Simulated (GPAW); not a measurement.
# H2 in line between two In chains: transmission at several levels

Wanted: the zero-bias transmission of H2 in line between two In chains on a ladder of levels, with run times.

Program: GPAW 26.7.0. Level of theory: GPAW LCAO, PAW setups; Landauer transmission from Green's functions with principal layers (ASE), zero bias. Results are calculated unless marked as measured.

## Step 1: The structure

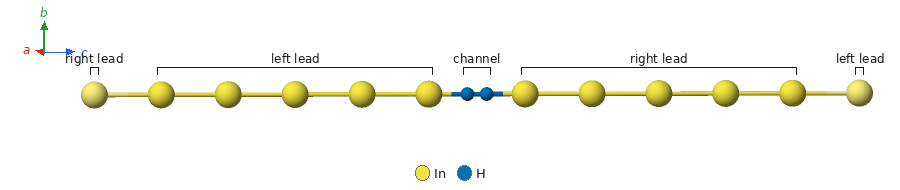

Start, viewed from the side, with the c axis across the page; indium yellow, hydrogen blue. Some periodic images of atoms are drawn too.

The cell holds 12 atoms: 10 In and 2 H. Its edges and angles: a = 9.000 Å, b = 9.000 Å, c = 30.794 Å, α = 90.0°, β = 90.0°, γ = 90.0°. Regions: left lead, 5 atoms (5 In); channel, 2 atoms (2 H); right lead, 5 atoms (5 In). Vacuum lies along a and b. The structure is stacked along c, and the current runs across the ab planes.

## Step 2: Double-zeta polarised basis

The script solves lead and junction separately, takes H and S in the orbital basis, and joins semi-infinite leads through their self-energies; the dzp basis is the working standard.

Input file run.py:

```python
import json
import numpy as np
from ase import Atoms
from ase.transport.calculators import TransportCalculator
from gpaw import GPAW, FermiDirac
from gpaw.lcao.tools import get_lcao_hamiltonian
from scipy.linalg import eigh

# The junction with lead layers at both ends, along the third cell vector
device = Atoms(
    ['In', 'In', 'In', 'In', 'In', 'H', 'H', 'In', 'In', 'In', 'In', 'In'],
    positions=[
        [4.50000, 4.50000, 1.47500],
        [4.50000, 4.50000, 4.42500],
        [4.50000, 4.50000, 7.37500],
        [4.50000, 4.50000, 10.32500],
        [4.50000, 4.50000, 13.27500],
        [4.50000, 4.50000, 14.97220],
        [4.50000, 4.50000, 15.82220],
        [4.50000, 4.50000, 17.51940],
        [4.50000, 4.50000, 20.46940],
        [4.50000, 4.50000, 23.41940],
        [4.50000, 4.50000, 26.36940],
        [4.50000, 4.50000, 29.31940]],
    cell=[[9.0, 0.0, 0.0], [0.0, 9.0, 0.0], [0.0, 0.0, 30.7944]],
    pbc=True)

# One principal layer of the lead: the first 3 atoms of the device
lead = Atoms(
    ['In', 'In', 'In'],
    positions=[
        [4.50000, 4.50000, 1.47500],
        [4.50000, 4.50000, 4.42500],
        [4.50000, 4.50000, 7.37500]],
    cell=[[9.0, 0.0, 0.0], [0.0, 9.0, 0.0], [0.0, 0.0, 8.85]],
    pbc=True)

settings = dict(mode='lcao', basis='dzp', xc='PBE', h=0.2,
                occupations=FermiDirac(0.1), maxiter=250,
                mixer=dict(beta=0.1, nmaxold=8, weight=100.0),
                convergence=dict(density=0.0001))
energies = np.arange(-2, 2 + 1e-9, 0.05)
eta = 0.0001
n1, n2 = 1, 1
# k and -k transmit alike, so half of the mesh across the current serves
mesh = [(i, j) for i in range(n1) for j in range(n2) if (i, j) <= (-i % n1, -j % n2)]
weights = np.array([1 if (i, j) == (-i % n1, -j % n2) else 2 for i, j in mesh]) / (n1 * n2)

# [... helper functions left out ...]
fermi_lead = ground_state(lead, (1, 1, 13), 'lead.txt')
fermi_device = ground_state(device, (1, 1, 3), 'device.txt')
# [... loop over the mesh left out, but for ...]
        # Shift the lead onto the potential of the device's first layer
        shift = ((H[:, 0, 0] - H0[:, 0, 0]) / S0[0, 0]).real.mean()
# [...]
kT = 8.617333e-5 * 300
bias = [0.1, 0.2, 0.5, 1.0, 1.5, 2.0]
# [... integrals and printing left out ...]
```

Run with:

```
$ OMP_NUM_THREADS=1 OPENBLAS_NUM_THREADS=1 python run.py
```

The log of the run:

```text
basis functions: device 240, principal layer 69
Fermi level: lead -2.2014 eV, device -2.1727 eV; lead shifted by -0.0122 eV
largest coupling past the next layer 1.88e-06 eV, largest misfit of the first layer 0.022 eV
  E-E_F (eV)   T (one spin)  [channel counts left out]
    -2.000    5.3366e-01
    -1.950    1.5977e-05
    -1.900    3.0907e-07
    -1.850    6.7313e-08
    -1.800    2.7488e-08
    -1.750    1.5530e-08
    -1.700    1.0876e-08
    -1.650    8.9879e-09
    -1.600    8.5696e-09
    -1.550    9.3739e-09
    -1.500    1.1876e-08
    -1.450    1.7966e-08
    -1.400    3.4933e-08
    -1.350    1.0698e-07
    -1.300    1.4911e-06
    -1.250    7.4444e-01
[...]
1.650    1.6895e+00
     1.700    1.6775e+00
     1.750    1.6659e+00
     1.800    1.6545e+00
     1.850    1.6508e+00
     1.900    1.6344e+00
     1.950    1.6235e+00
     2.000    1.6128e+00
conductance at 300 K: 2.5359 G0 a cell; thermopower -0.8291 uV/K
current from the zero-bias T(E) at 0.1 V: 19.566 uA
current from the zero-bias T(E) at 0.2 V: 38.548 uA
current from the zero-bias T(E) at 0.5 V: 84.689 uA
current from the zero-bias T(E) at 1.0 V: 146.01 uA
current from the zero-bias T(E) at 1.5 V: 203.02 uA
current from the zero-bias T(E) at 2.0 V: 258.17 uA
```

Elapsed: 2 min, on 1 thread of AMD EPYC 7R43, shared host; peak memory 1.1 GiB.

This step gave:

| Quantity | Value |
| --- | --- |
| conductance | 2.536 G₀ |
| largest coupling past the next principal layer | 1.88e-6 eV |
| largest misfit of the first principal layer | 0.02248 eV |
| shift that aligns the lead | -0.01215 eV |
| basis functions of the junction | 240 |
| basis functions of a principal layer | 69 |
| transmission at the Fermi level (one spin) | 2.562 |

One spin. Transmission, zone mean against energy, zero at the Fermi level:

```
energy (eV)  transmission, zone mean
     -2.000                    0.534
     -1.800                   2.7e-8
     -1.600                   8.6e-9
     -1.400                   3.5e-8
     -1.200                    0.892
     -1.000                    0.978
     -0.800                    0.991
     -0.600                    0.996
     -0.400                    0.998
     -0.200                    0.999
     -0.050                     2.56
      0.000                     2.56
      0.200                     2.36
      0.400                     2.13
      0.600                     1.95
      0.800                     1.87
      1.000                     1.84
      1.200                     1.80
      1.400                     1.75
      1.600                     1.70
      1.800                     1.65
      2.000                     1.61
```

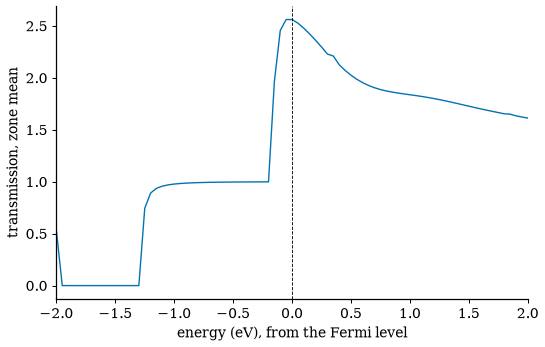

Transmission, zone mean, plotted against energy.

Not self-consistent under bias; the bias window is split evenly. The current through one cell, from the zero-bias transmission by bias:

```csv
bias (V),"current through one cell, from the zero-bias transmission (μA)"
0.100,19.6
0.200,38.5
0.500,84.7
1.000,146
1.500,203
2.000,258
```

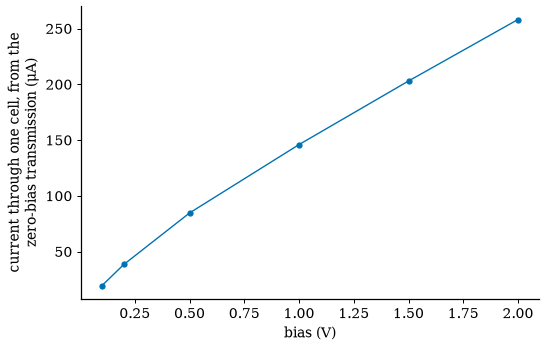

Current through one cell, from the zero-bias transmission, plotted against bias.

Transmission of the three most open eigenchannels against energy, zero at the Fermi level:

```
energy (eV)  channel 1  channel 2 = channel 3
    -2.0000      0.534                      0
    -1.7500     1.6e-8                      0
    -1.5000     1.2e-8                      0
    -1.2500      0.744                      0
    -1.0000      0.978                      0
    -0.7500      0.993                      0
    -0.5000      0.997                      0
    -0.2500      0.999                1.1e-10
     0.0000      0.999                  0.781
     0.2500      0.999                  0.649
     0.5000      0.999                  0.513
     0.7500      0.999                  0.444
     1.0000      0.999                  0.419
     1.2500      0.999                  0.396
     1.5000      0.999                  0.364
     1.7500      0.999                  0.333
     2.0000      0.999                  0.307
```

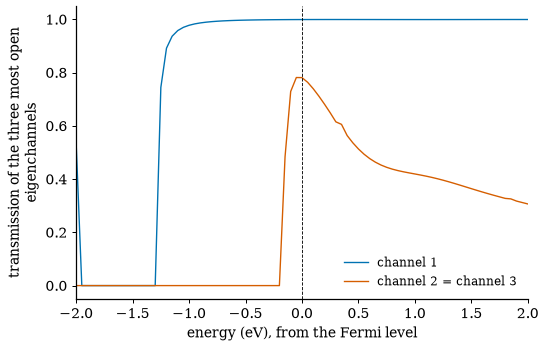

Transmission of the three most open eigenchannels against energy.

Couplings past the next layer reach 1.9e-6 eV, small enough to drop; the matrix elements of the cell's first layer differ from the bulk lead's by up to 0.022 eV. That layer keeps its own values in the calculation, and only beyond it is the lead taken as perfect. The Fermi levels of lead and junction count from different zeros of potential, one for each periodic cell; with both set to zero, the small remaining shift is what aligns them. By hand: G = 2.536 × 77.48 μS = 196 μS, a resistance of 5.09 kΩ; at 0.1 V a linear junction would pass 19.6 μA, and the integral over the bias window gives 19.6 μA.

## Step 3: GPAW, szp: basis = "szp(dzp)"

One radial function a shell plus polarisation makes the matrices smaller; the question is what that costs.

Edit run.py of step 2 so:

```diff
@@ -37,3 +37,3 @@
 
-settings = dict(mode='lcao', basis='dzp', xc='PBE', h=0.2,
+settings = dict(mode='lcao', basis='szp(dzp)', xc='PBE', h=0.2,
                 occupations=FermiDirac(0.1), maxiter=250,
```

The log of the run:

```text
basis functions: device 148, principal layer 42
Fermi level: lead -2.3506 eV, device -2.3147 eV; lead shifted by -0.0143 eV
largest coupling past the next layer 1.86e-06 eV, largest misfit of the first layer 0.025 eV
  E-E_F (eV)   T (one spin)  [channel counts left out]
    -2.000    1.1907e-07
    -1.950    3.4014e-08
    -1.900    1.5087e-08
    -1.850    8.6169e-09
    -1.800    5.8544e-09
    -1.750    4.5458e-09
    -1.700    3.9473e-09
    -1.650    3.7907e-09
    -1.600    4.0110e-09
    -1.550    4.6905e-09
    -1.500    6.1289e-09
    -1.450    9.1583e-09
    -1.400    1.6397e-08
    -1.350    3.9014e-08
    -1.300    1.6767e-07
    -1.250    2.9574e-05
[...]
1.650    1.6398e+00
     1.700    1.6263e+00
     1.750    1.6134e+00
     1.800    1.6006e+00
     1.850    1.5926e+00
     1.900    1.5785e+00
     1.950    1.5671e+00
     2.000    1.5558e+00
conductance at 300 K: 2.5113 G0 a cell; thermopower -0.9651 uV/K
current from the zero-bias T(E) at 0.1 V: 19.368 uA
current from the zero-bias T(E) at 0.2 V: 38.096 uA
current from the zero-bias T(E) at 0.5 V: 83.485 uA
current from the zero-bias T(E) at 1.0 V: 144.31 uA
current from the zero-bias T(E) at 1.5 V: 200.93 uA
current from the zero-bias T(E) at 2.0 V: 255.74 uA
```

Run time: 99 s. Hardware: 1 thread; peak memory 1 GiB.

Numbers from this step:

- conductance: 2.511 G₀
- largest coupling past the next principal layer: 1.86e-6 eV
- largest misfit of the first principal layer: 0.02465 eV
- shift that aligns the lead: -0.01430 eV
- basis functions of the junction: 148
- basis functions of a principal layer: 42
- transmission at the Fermi level (one spin): 2.539

One spin. Table of transmission, zone mean by energy, zero at the Fermi level:

```csv
energy (eV),"transmission, zone mean"
-2.0000,1.2e-7
-1.7500,4.5e-9
-1.5000,6.1e-9
-1.2500,3.0e-5
-1.0000,0.988
-0.7500,0.998
-0.5000,0.999
-0.2500,0.999
-0.0500,2.54
0.0000,2.54
0.2500,2.28
0.5000,2.00
0.7500,1.86
1.0000,1.81
1.2500,1.76
1.5000,1.68
1.7500,1.61
2.0000,1.56
```

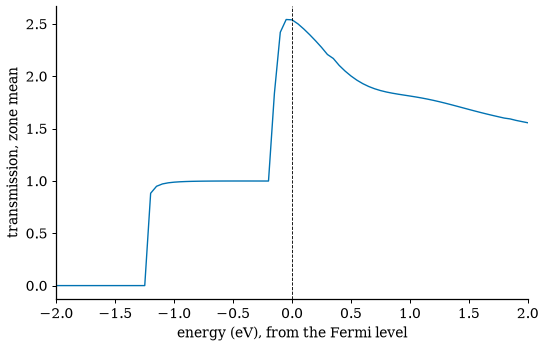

Transmission, zone mean against energy.

Not self-consistent under bias; the bias window is split evenly. Table of current through one cell, from the zero-bias transmission by bias:

| bias (V) | current through one cell, from the zero-bias transmission (μA) |
| --- | --- |
| 0.100 | 19.4 |
| 0.200 | 38.1 |
| 0.500 | 83.5 |
| 1.000 | 144 |
| 1.500 | 201 |
| 2.000 | 256 |

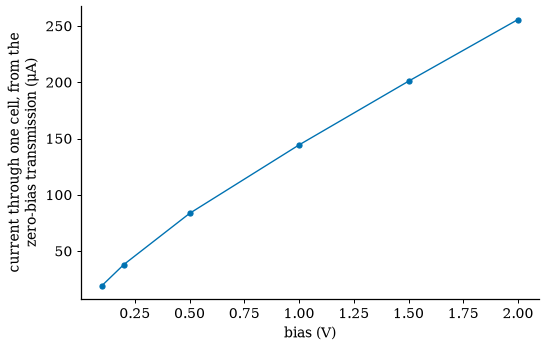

Current through one cell, from the zero-bias transmission, plotted against bias.

Table of transmission of the three most open eigenchannels by energy, zero at the Fermi level:

```
energy (eV)  channel 1  channel 2 = channel 3
    -1.2500     3.0e-5                      0
    -1.0000      0.988                      0
    -0.7500      0.998                      0
    -0.5000      0.999                      0
    -0.2500      0.999                7.1e-11
     0.0000      0.999                  0.770
     0.2500      0.998                  0.639
     0.5000      0.998                  0.503
     0.7500      0.997                  0.433
     1.0000      0.997                  0.407
     1.2500      0.998                  0.380
     1.5000      0.998                  0.343
     1.7500      0.998                  0.308
     2.0000      0.999                  0.279
```

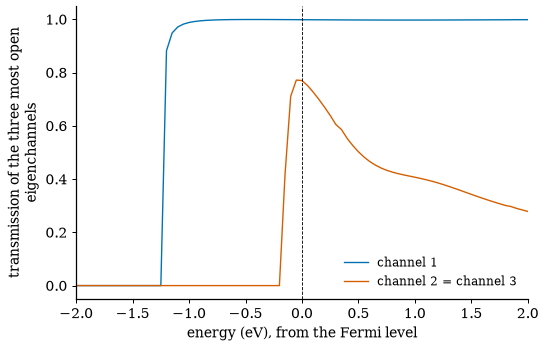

Transmission of the three most open eigenchannels, plotted against energy.

The conductance, 2.51 G₀, lies 1.0 % below that of the dzp run.

## Step 4: GPAW, sz: basis = "sz(dzp)"

The minimal basis is the cheapest rung: no second zeta and no polarisation.

Edit run.py of step 3 so:

```diff
@@ -37,3 +37,3 @@
 
-settings = dict(mode='lcao', basis='szp(dzp)', xc='PBE', h=0.2,
+settings = dict(mode='lcao', basis='sz(dzp)', xc='PBE', h=0.2,
                 occupations=FermiDirac(0.1), maxiter=250,
```

The log of the run:

```text
basis functions: device 92, principal layer 27
Fermi level: lead -2.2681 eV, device -2.2254 eV; lead shifted by -0.0100 eV
largest coupling past the next layer 1.93e-06 eV, largest misfit of the first layer 0.026 eV
  E-E_F (eV)   T (one spin)  [channel counts left out]
    -2.000    9.4668e-01
    -1.950    9.1541e-01
    -1.900    8.2743e-01
[...]
1.950    1.4500e+00
     2.000    1.4373e+00
conductance at 300 K: 2.4102 G0 a cell; thermopower -0.4399 uV/K
current from the zero-bias T(E) at 0.1 V: 18.597 uA
current from the zero-bias T(E) at 0.2 V: 36.657 uA
current from the zero-bias T(E) at 0.5 V: 80.785 uA
current from the zero-bias T(E) at 1.0 V: 138.91 uA
current from the zero-bias T(E) at 1.5 V: 193.08 uA
current from the zero-bias T(E) at 2.0 V: 245.46 uA
```

Elapsed: 67 s, on 1 thread; peak memory 0.94 GiB.

This step gave:

```yaml
conductance: 2.410 G₀
largest_coupling_past_the_next_principal_layer: 1.93e-6 eV
largest_misfit_of_the_first_principal_layer: 0.02602 eV
shift_that_aligns_the_lead: -0.01002 eV
basis_functions_of_the_junction: 92
basis_functions_of_a_principal_layer: 27
transmission_at_the_fermi_level_one_spin: 2.436
```

The conductance, 2.41 G₀, lies 5.0 % below that of the dzp run.

## Step 5: revPBE in the dzp basis: xc = "revPBE"

Back in the dzp basis, the functional changes from PBE to revPBE, to set the spread between functionals beside that between bases.

Edit run.py of step 4 so:

```diff
@@ -37,3 +37,3 @@
 
-settings = dict(mode='lcao', basis='sz(dzp)', xc='PBE', h=0.2,
+settings = dict(mode='lcao', basis='dzp', xc='revPBE', h=0.2,
                 occupations=FermiDirac(0.1), maxiter=250,
```

The log of the run:

```text
basis functions: device 240, principal layer 69
Fermi level: lead -2.0990 eV, device -2.0693 eV; lead shifted by -0.0120 eV
largest coupling past the next layer 1.88e-06 eV, largest misfit of the first layer 0.023 eV
  E-E_F (eV)   T (one spin)  [channel counts left out]
    -2.000    7.3224e-01
    -1.950    6.4545e-04
    -1.900    6.9842e-07
[...]
1.950    1.6043e+00
     2.000    1.5944e+00
conductance at 300 K: 2.4966 G0 a cell; thermopower -0.8301 uV/K
current from the zero-bias T(E) at 0.1 V: 19.26 uA
current from the zero-bias T(E) at 0.2 V: 37.927 uA
current from the zero-bias T(E) at 0.5 V: 83.298 uA
current from the zero-bias T(E) at 1.0 V: 143.63 uA
current from the zero-bias T(E) at 1.5 V: 199.75 uA
current from the zero-bias T(E) at 2.0 V: 254.15 uA
```

It took 1.8 min on 1 thread; peak memory 1 GiB.

Numbers from this step:

```yaml
conductance: 2.497 G₀
largest_coupling_past_the_next_principal_layer: 1.88e-6 eV
largest_misfit_of_the_first_principal_layer: 0.02329 eV
shift_that_aligns_the_lead: -0.01201 eV
basis_functions_of_the_junction: 240
basis_functions_of_a_principal_layer: 69
transmission_at_the_fermi_level_one_spin: 2.523
```

The conductance, 2.50 G₀, lies 1.5 % below that of the dzp run.

## Step 6: The ladder

Times are for 1 thread of AMD EPYC 7R43, shared host. Results by setting:

```csv
no.,run,conductance (G₀),time,memory (GiB)
1,dzp,2.536,2 min,1.1
2,szp,2.511,99 s,1.0
3,sz,2.410,67 s,0.94
4,dzp revPBE,2.497,1.8 min,1.0
```

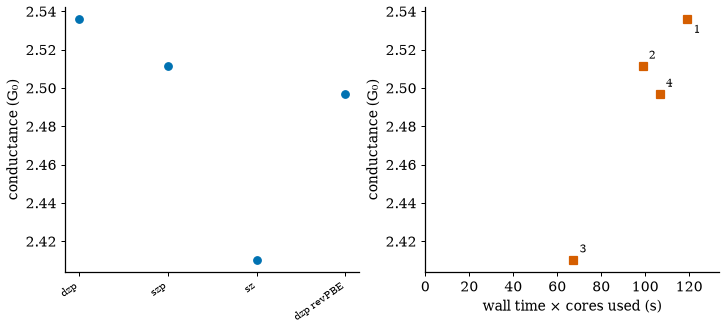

The series as plots; the last panel sets the first result against cost, with the runs numbered as in the table.

## Step 7: Comparison

The curves are compared point by point over the common energies.

This step: comparison of transmission and cost over codes and levels (GPAW 26.7.0).

Ladder, by row:

| step | code | T at the Fermi level (sum over the listed spins) | conductance (G0) | r.m.s. T(E) from the first | wall time (s) | peak memory (GiB) | threads |
| --- | --- | --- | --- | --- | --- | --- | --- |
| dzp | GPAW | 2.562 | 2.536 | 0 | 119.2 | 1.05 | 1 |
| szp | GPAW | 2.539 | 2.511 | 0.1062 | 98.75 | 1.02 | 1 |
| sz | GPAW | 2.436 | 2.41 | 0.2013 | 67.25 | 0.94 | 1 |
| dzp-revPBE | GPAW | 2.523 | 2.497 | 0.03624 | 106.5 | 1.04 | 1 |

The transmission, zone mean, sum over the listed spins by energy, zero at the Fermi level:

| energy (eV) | dzp | szp | sz | dzp-revPBE |
| --- | --- | --- | --- | --- |
| -2.000 | 0.534 | 1.2e-7 | 0.947 | 0.732 |
| -1.500 | 1.2e-8 | 6.1e-9 | 1.7e-8 | 1.4e-8 |
| -1.000 | 0.978 | 0.988 | 0.989 | 0.979 |
| -0.500 | 0.997 | 0.999 | 0.999 | 0.997 |
| 0.000 | 2.56 | 2.54 | 2.44 | 2.52 |
| 0.500 | 2.03 | 2.00 | 1.87 | 1.98 |
| 1.000 | 1.84 | 1.81 | 1.68 | 1.80 |
| 1.500 | 1.73 | 1.68 | 1.57 | 1.70 |
| 2.000 | 1.61 | 1.56 | 1.44 | 1.59 |

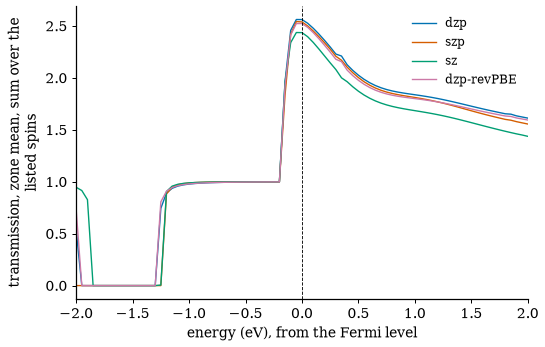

Transmission, zone mean, sum over the listed spins against energy.

[end of part 1 of 2]

[Logs are printed without paths, hosts, clocks, repeated set-up lines and the standing remarks that a program may print on its own settings, such as how far it seeks lower states.]

[Hosts, paths, dates, database ids (printed as entryN), source tags and the programs' standing remarks are cut or masked in the printed files.]
